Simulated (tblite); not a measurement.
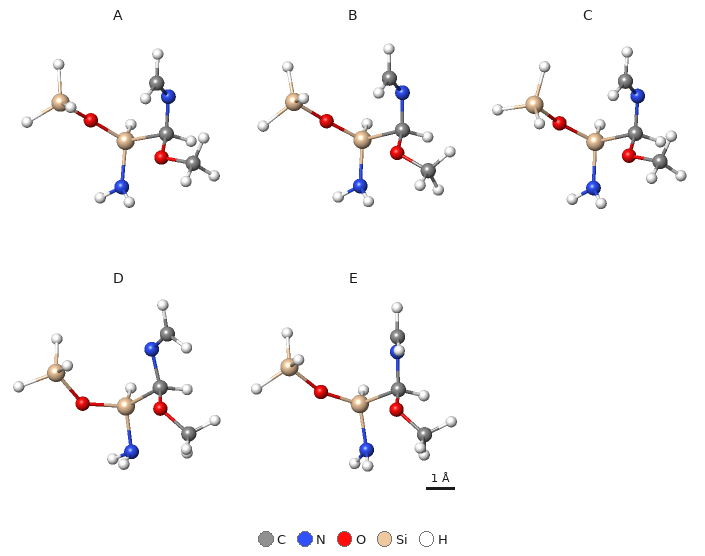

5 geometries from one relaxation of C$_{3}$H$_{12}$N$_{2}$O$_{2}$Si$_{2}$, in shuffled order. Style: ball-and-stick. Shown at a tilt.

These are results of GFN2-xTB geometry optimisation, gas phase (tblite), not measurements. 

**Order the frames from highest to lowest energy.**

D, E, B, A, C. They are steps 0, 28, 74, 139, 208, at +85.5 kJ/mol, +21.0 kJ/mol, +8.29 kJ/mol, +1.96 kJ/mol relative to the last. The energy falls by 85.5 kJ/mol in 208 geometry steps. An H atom moves most after the best rigid fit: 1.65 Å. By element the largest moves are H 1.65 Å, N 0.77 Å, O 0.69 Å, C 0.65 Å, Si 0.53 Å. Among the contacts that change: C–Si 1.990 → 1.924 Å, C–N 1.464 → 1.406 Å, O–Si 1.671 → 1.620 Å, C–O 1.456 → 1.418 Å. Among the angles between lasting bonds that change: Si–O–Si 136.7° → 157.3°, Si–N–H 106.4° → 119.2°, N–Si–O 102.7° → 115.3°. Groups turn about C–N by about 65°, C–O by about 65°, O–Si by about 60°.
